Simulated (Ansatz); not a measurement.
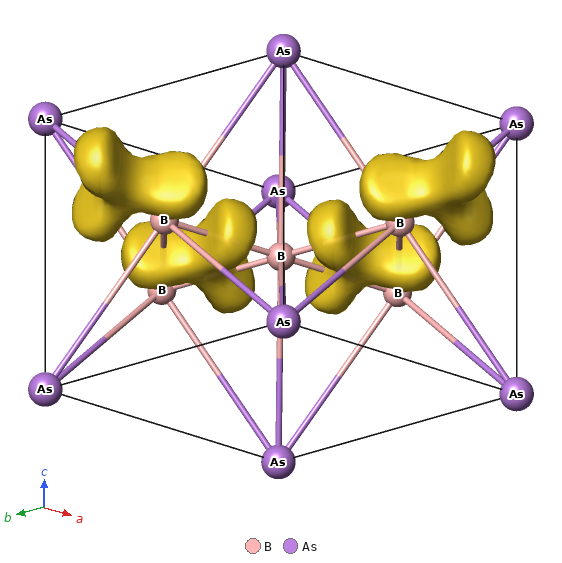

Figure 1: B₃As. Isosurface of the electron localisation function at 0.75 (yellow), seen at an oblique angle. Only the valence region is drawn (cores and ρ < 0.01 e/Å³ removed). Sticks mark near contacts.

Space group P6/mmm; a structure generated by program, which may or may not match a known phase.

The calculation used DFT PBE, scalar-relativistic, plane waves, PAW (Ansatz).

In a PAW calculation such maps are meaningful between the atoms, not at the nuclei.

Where are the electrons localised?

Answer. The ELF exceeds this value in two regions between bonded B–B atoms, counted in one cell of 4 atoms. Any copies at cell faces, edges or corners count once. Profiles from the grid: B–B (1.72 Å): the ELF peaks at about 0.85 between the atoms. B–As (2.63 Å): the ELF is about 0.40 at the midpoint.
